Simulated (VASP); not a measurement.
Band structure of MoSi₂ (MoSi2 type). These are RPBE GGA, VASP's PBE PAW potentials (set 64) (plane waves; VASP) values and carry that method's errors.

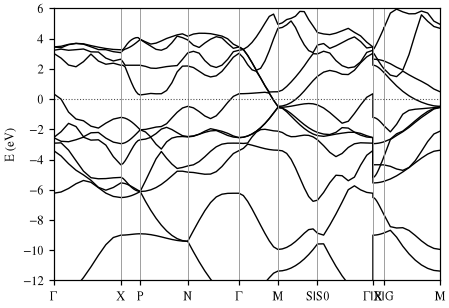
Figure. Bands along high-symmetry lines, zero at the valence-band maximum or, without a gap, the Fermi level

Task: Read the plot: is there a gap, and where are the band edges?

Result: It has no gap at this level: it comes out as a metal or semimetal. (Edges off the drawn lines would not show.)

The compound is MoSi2 in the MoSi2 type structure. It was relaxed first.
